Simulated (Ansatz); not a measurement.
**C2H3F2Si (SMILES [H]/[C]=C\[SiH](F)F): U-wB97M-V/cc-pVDZ**

What is the energy change on altering one bond length of C2H3F2Si at U-wB97M-V/cc-pVDZ? 

The results are computed with Ansatz 0.2.0.

50 further runs of the same task are left out: 50 set aside as unsound or not needed.

**1. The system as given**

The species is C2H3F2Si (8 atoms), meant as a doublet with charge 0. SMILES: `[H]/[C]=C\[SiH](F)F`. The shape is that of a PBE0-D4/def2-TZVP optimisation. This is one conformer, not always the lowest.

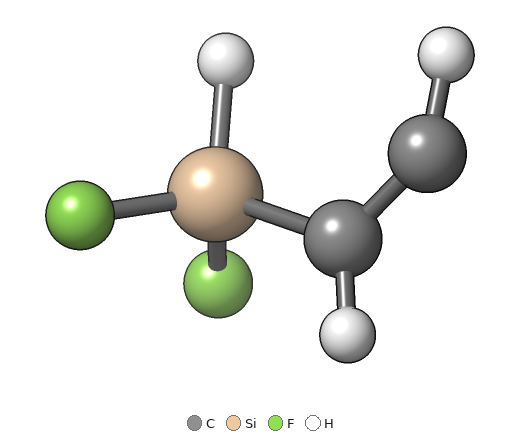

The structure, seen from a chosen angle (carbon grey, silicon light orange, fluorine green, hydrogen white).

**2. The energy at U-wB97M-V/cc-pVDZ**

job.yaml

```yaml
basis:
  gaussian: {orbitals: cc-pVDZ}
crystal:
  periodic: [false, false, false]
  atoms:
    - {symbol: C, position_ang: [0.855200, 0.475100, 1.494400]}
    - {symbol: C, position_ang: [0.948700, 0.119800, 0.241900]}
    - {symbol: Si, position_ang: [-0.602400, -0.240700, -0.691900]}
    - {symbol: F, position_ang: [-0.572000, -1.723000, -1.260300]}
    - {symbol: F, position_ang: [-0.719900, 0.713400, -1.955600]}
    - {symbol: H, position_ang: [0.063700, 0.635800, 2.215100]}
    - {symbol: H, position_ang: [1.921500, 0.036900, -0.245900]}
    - {symbol: H, position_ang: [-1.802600, -0.074200, 0.146400]}
accuracy: high
magnetization: {spin_polarized: true, initial_magnetization: 1}
output: {orbitals: {seedname: orbitals}}
hamiltonian: {xc: {name: wB97M-V}}
```

The run is started by

```
$ ansatz run job.yaml --threads 1 --pin off --max-ram 3480MiB --events-out events.jsonl --progress --plain --runs-dir runs
```

What it wrote:

```text
Warning: RAYON_NUM_THREADS=1 ignored (pool sized by the plan → 1); use --threads N
Functional definition: wB97M-V
  name "wB97M-V"
  parameter omega = 0.3/bohr
  parameter cx = 0.15
  parameter cx01 = 1.007
  parameter cx10 = 0.259
  parameter css00 = 0.443
  parameter css04 = -1.437
  parameter css10 = -4.535
  parameter css20 = -3.390
  parameter css43 = 4.278
  parameter cos00 = 1.000
  parameter cos10 = 1.358
  parameter cos20 = 2.924
  parameter cos21 = -8.812
  parameter cos60 = -1.390
  parameter cos61 = 9.142
  parameter b = 6.0
  parameter c = 0.01
  gx(w, u) = 1 - cx + cx01*u + cx10*w
  gss(w, u) = css00 + css04*u^4 + css10*w + css20*w^2 + css43*w^4*u^3
  gos(w, u) = cos00 + cos10*w + (cos20 + cos21*u)*w^2 + (cos60 + cos61*u)*w^6
  exchange = spin_sum(e_x_unif_sr(omega)*gx(b97_w, b97_u_x)) + cx*exact_x_sr(omega) + exact_x_lr(omega)
  correlation = spin_sum(e_c_pw_mod_same_spin*gss(b97_w, b97_u_same))
      + integral(e_c_pw_mod_opposite_spin*gos(b97_w_opposite, b97_u_opposite)) + vv10(b, c)
2002 factors; integrals over basis functions are off by at most 3.8e-9 eV
363 factors; integrals over basis functions are off by at most 2.2e-9 eV
mean field evaluation 1: about -15428.1300 eV, gradient 3.0e1 eV
mean field evaluation 2: about -15429.1976 eV, gradient 2.9e1 eV
mean field evaluation 4: about -15431.7333 eV, gradient 1.1e0 eV
mean field evaluation 8: about -15431.8724 eV, gradient 1.0e-1 eV
mean field evaluation 16: about -15431.8729 eV, gradient 2.0e-3 eV
mean field evaluation 32: about -15431.8729 eV, gradient 8.1e-8 eV
mean field -15431.87294438 eV, -567.1108706070 hartree, gradient 8.1e-8 eV, S^2 0.761425; 0 other end points of the search recorded, 0 dependent functions left out
reference -15431.87294860 eV, -567.1108707620 hartree; 24, 23 occupied and 65, 66 virtual orbitals, 2002 factors
Total energy: -15431.87294860 eV, -567.1108707620 hartree
```

Wall time 1.8 min (1 thread of Arm Neoverse V2, shared host); peak memory 1 GiB.

**3. The distorted shape, same level**

in.yaml

```yaml
crystal:
  periodic: [false, false, false]
  atoms:
    - symbol: C
      position_ang: [0.839999, 1.216296, 1.778618]
    - symbol: C
      position_ang: [0.933499, 0.860996, 0.526118]
    - symbol: Si
      position_ang: [-0.617601, 0.500496, -0.407682]
    - symbol: F
      position_ang: [-0.572000, -1.723000, -1.260300]
    - symbol: F
      position_ang: [-0.735101, 1.454596, -1.671382]
    - symbol: H
      position_ang: [0.048499, 1.376996, 2.499318]
    - symbol: H
      position_ang: [1.906299, 0.778096, 0.038318]
    - symbol: H
      position_ang: [-1.817801, 0.666996, 0.430618]
basis:
  gaussian: {orbitals: cc-pVDZ}
magnetization: {spin_polarized: true, initial_magnetization: 1}
hamiltonian: {xc: {name: wB97M-V}}
accuracy: high
output: {orbitals: {seedname: orbitals}}
```

The run is started by

```
$ ansatz run in.yaml --threads 1 --pin off --max-ram 3480MiB --events-out events.jsonl --progress --plain --runs-dir runs
```

What it wrote, shortened:

```text
Warning: RAYON_NUM_THREADS=1 ignored (pool sized by the plan → 1); use --threads N
[... 2 set-up lines as earlier in the session ...]
[...]
  gx(w, u) = 1 - cx + cx01*u + cx10*w
  gss(w, u) = css00 + css04*u^4 + css10*w + css20*w^2 + css43*w^4*u^3
  gos(w, u) = cos00 + cos10*w + (cos20 + cos21*u)*w^2 + (cos60 + cos61*u)*w^6
[...]
      + integral(e_c_pw_mod_opposite_spin*gos(b97_w_opposite, b97_u_opposite)) + vv10(b, c)
1971 factors; integrals over basis functions are off by at most 1.4e-8 eV
368 factors; integrals over basis functions are off by at most 2.6e-9 eV
[...]
mean field -15428.73245678 eV, -566.9954598162 hartree, gradient 3.8e-8 eV, S^2 0.763526; 0 other end points of the search recorded, 0 dependent functions left out
reference -15428.73246094 eV, -566.9954599689 hartree; 24, 23 occupied and 65, 66 virtual orbitals, 1971 factors
Total energy: -15428.73246094 eV, -566.9954599689 hartree
```

Run time: 2.1 min. Hardware: 1 thread of Arm Neoverse V2, shared host; peak memory 1 GiB.

**4. Summary of results**

Level: U-wB97M-V/cc-pVDZ.

| quantity | value |
| --- | --- |
| first shape: total energy | -567.11087 Eh |
| first shape: HOMO energy (highest over α and β) | -9.00 eV |
| first shape: LUMO energy (lowest over α and β) | -0.15 eV |
| first shape: ⟨S²⟩ | 0.761 |
| distorted shape: total energy | -566.99546 Eh |
| distorted shape: HOMO energy (highest over α and β) | -9.69 eV |
| distorted shape: LUMO energy (lowest over α and β) | -1.26 eV |
| distorted shape: ⟨S²⟩ | 0.764 |
| energy change with the Si3–F4 bond stretched from 1.588 to 2.382 Å | 3.140 eV |

**Reading.** With the Si3–F4 bond stretched from 1.588 to 2.382 Å the energy rises by 3.14 eV (303 kJ/mol). The first shape isn't relaxed at this level, so the change isn't measured from a minimum.
